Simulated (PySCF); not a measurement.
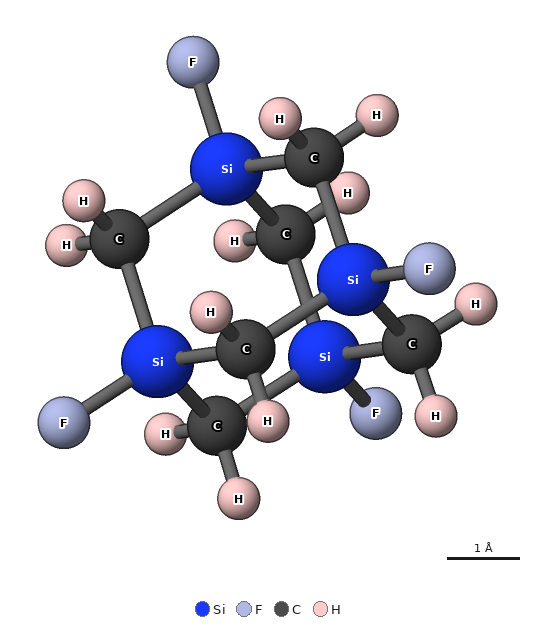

The input geometry (ball-and-stick view, seen at a tilt).

**NMR shielding calculation of C6H12F4Si4**

The run: NMR shielding calculation of C6H12F4Si4 ((FSi)4CH26 adamantane). Method and program: GIAO PBE0/pcSseg-1 NMR shielding, non-relativistic, gas phase (PySCF 2.14.0).

The geometry comes from this level: PBE0-D3(BJ)/def2-SVP. It belongs to a series of runs on one base structure; here: F, CH2.

## Output
```
coarse grid: 24800 points
cycle   1  E = -1792.0249437605  dE =  1.758e+00  |g| = 1.194e+00  |ddm| = 5.219e+00
cycle   2  E = -1791.8615261834  dE =  1.634e-01  |g| = 1.634e+00  |ddm| = 2.126e+00
cycle   3  E = -1792.2792171554  dE = -4.177e-01  |g| = 1.949e-01  |ddm| = 1.320e+00
cycle   4  E = -1792.2867734901  dE = -7.556e-03  |g| = 3.768e-02  |ddm| = 1.705e-01
cycle   5  E = -1792.2870869067  dE = -3.134e-04  |g| = 9.038e-03  |ddm| = 4.669e-02
cycle   6  E = -1792.2871063993  dE = -1.949e-05  |g| = 1.258e-03  |ddm| = 1.362e-02
cycle   7  E = -1792.2871067692  dE = -3.699e-07  |g| = 1.911e-04  |ddm| = 2.066e-03
final grid: 225832 points
cycle   8  E = -1792.3853317300  dE = -6.064e-05  |g| = 8.978e-03  |ddm| = 4.391e-02
cycle   9  E = -1792.3853252979  dE =  6.432e-06  |g| = 1.027e-02  |ddm| = 1.485e-02
cycle  10  E = -1792.3853516691  dE = -2.637e-05  |g| = 1.238e-03  |ddm| = 8.460e-03
cycle  11  E = -1792.3853519196  dE = -2.505e-07  |g| = 3.459e-04  |ddm| = 1.308e-03
cycle  12  E = -1792.3853519354  dE = -1.584e-08  |g| = 5.509e-05  |ddm| = 2.332e-04
cycle  13  E = -1792.3853519360  dE = -6.521e-10  |g| = 2.080e-05  |ddm| = 1.128e-04
```

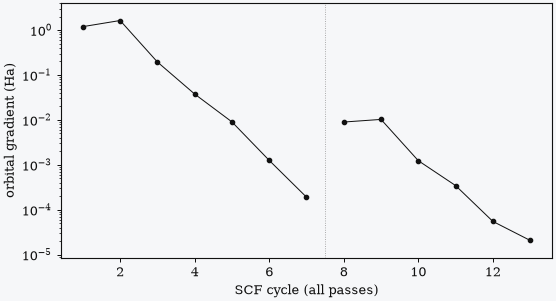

Convergence of the self-consistent field: orbital gradient against the SCF cycle. The dotted line marks the change from a coarse to the final integration grid. The first 7 cycles use a coarse grid, the final grid takes over at cycle 8, and the field converges after 13 cycles in all.

```
converged SCF energy = -1792.3853519360

GIAO shielding tensors (ppm)
atom      isotropic    diamagn.    paramagn.     s11        s22        s33       span
  0 Si     320.581     881.430    -560.849    296.405    296.796    368.541     72.136
  1 F      351.522     466.515    -114.994    345.951    346.281    362.333     16.382
  2 C      174.102     265.384     -91.282    150.815    177.988    193.504     42.689
  3 Si     320.410     881.426    -561.015    296.056    296.795    368.380     72.324
  4 F      351.465     466.553    -115.088    345.641    346.416    362.338     16.697
  5 C      174.246     265.400     -91.154    151.062    178.065    193.611     42.548
  6 Si     320.482     881.431    -560.948    296.343    296.680    368.424     72.081
  7 F      351.459     466.539    -115.079    345.907    346.179    362.291     16.384
  8 C      174.130     265.386     -91.256    150.819    178.077    193.495     42.676
  9 C      174.114     265.383     -91.269    150.823    178.041    193.478     42.654
 10 Si     320.481     881.426    -560.945    296.262    296.762    368.419     72.156
 11 F      351.546     466.518    -114.972    345.876    346.467    362.295     16.419
 12 C      174.288     265.365     -91.077    151.148    178.203    193.513     42.365
 13 C      174.066     265.385     -91.319    150.765    177.958    193.476     42.711
 14 H       30.834      32.138      -1.304     27.100     27.769     37.634     10.534
 15 H       30.834      32.112      -1.278     27.076     27.765     37.661     10.584
 16 H       30.829      32.126      -1.298     27.088     27.746     37.651     10.563
 17 H       30.830      32.117      -1.287     27.075     27.747     37.668     10.592
 18 H       30.834      32.123      -1.289     27.092     27.770     37.639     10.547
 19 H       30.837      32.125      -1.288     27.080     27.773     37.658     10.578
 20 H       30.834      32.131      -1.297     27.090     27.767     37.645     10.555
 21 H       30.832      32.111      -1.279     27.082     27.765     37.650     10.568
 22 H       30.839      32.118      -1.280     27.109     27.751     37.656     10.547
 23 H       30.837      32.078      -1.242     27.070     27.749     37.692     10.622
 24 H       30.834      32.124      -1.290     27.083     27.767     37.653     10.569
 25 H       30.836      32.133      -1.297     27.098     27.770     37.639     10.542
```

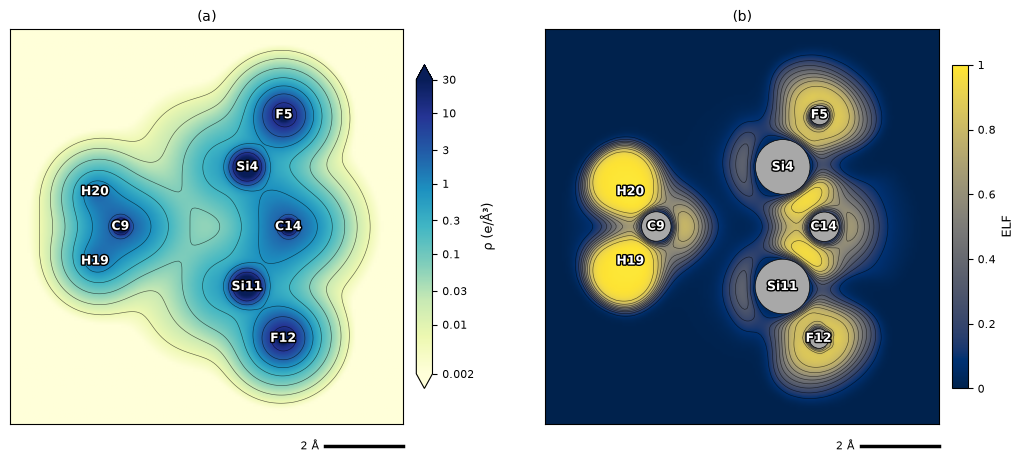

(a) total electron density; (b) ELF on the plane of atoms F12, Si11 and C14. Grey discs, where drawn, cover atomic cores. Si–F (1.63 Å): ρ is about 1 e/Å³ halfway; the ELF peaks at about 0.85 between the atoms.

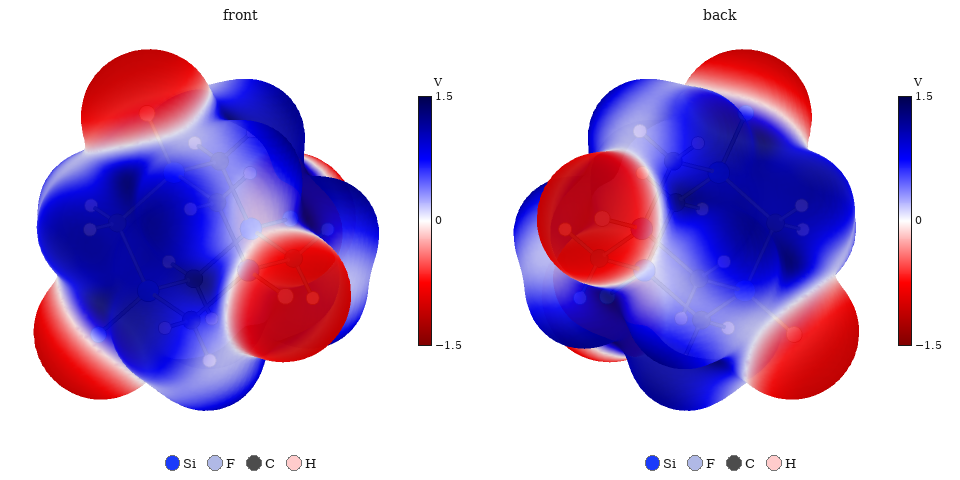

The electrostatic potential painted on the density surface at 0.002 e/bohr³, seen at a tilt and from behind; red is negative and blue positive. A positive charge is drawn to the negative regions and a negative charge to the positive ones. Its dipole moment is zero.

This output came from the following input.

## Input
```
{"job": {"kind": "nmr", "xc": "PBE0", "basis": "pcSseg-1"}, "charge": 0, "multiplicity": 1}
Si    -1.081655    -1.538160     0.014139
F     -2.013771    -2.878023     0.024090
C      0.037705    -1.532706     1.511888
Si     1.113024    -0.002332     1.506200
F      2.078314    -0.004786     2.823136
C      2.152606     0.013241    -0.048441
Si     1.045461     0.014515    -1.556506
F      1.956130     0.024341    -2.911307
C     -0.032108    -1.513258    -1.533204
C     -0.046582     1.531512    -1.516235
Si    -1.097972     1.526254     0.030678
F     -2.042631     2.857171     0.054871
C     -2.162409    -0.011766     0.049895
C      0.019441     1.514752     1.530485
H      0.672874    -2.435398     1.505552
H     -0.568346    -1.560076     2.433760
H      2.798427     0.908054    -0.058815
H      2.810733    -0.872337    -0.069453
H     -0.680387    -1.525012    -2.426368
H      0.598178    -2.418462    -1.569536
H      0.574768     2.443378    -1.539434
H     -0.694898     1.549604    -2.409258
H     -2.792582    -0.019321     0.955583
H     -2.839120    -0.011498    -0.821926
H      0.642894     2.425464     1.539349
H     -0.589545     1.520787     2.450816
```

The first line tells a small driver script what to run in PySCF; the rest is the geometry in Å.

Launched with:
```bash
OMP_NUM_THREADS=2 python <driver script> task.json out
```

## Results in brief

```csv
quantity,value
outcome,converged
total energy,−1792.385352 hartree
HOMO,−8.77 eV
LUMO,−0.65 eV
dipole moment,0.00 D
"isotropic shielding, Si",320.4 to 320.6 ppm
"isotropic shielding, F",351.5 to 351.5 ppm
"isotropic shielding, C",174.1 to 174.3 ppm
"isotropic shielding, H",30.8 ppm
hardware,"2 CPU threads, shared host"
wall time,88 s (CPU time 3.5 min)
peak memory,2.7 GiB
```
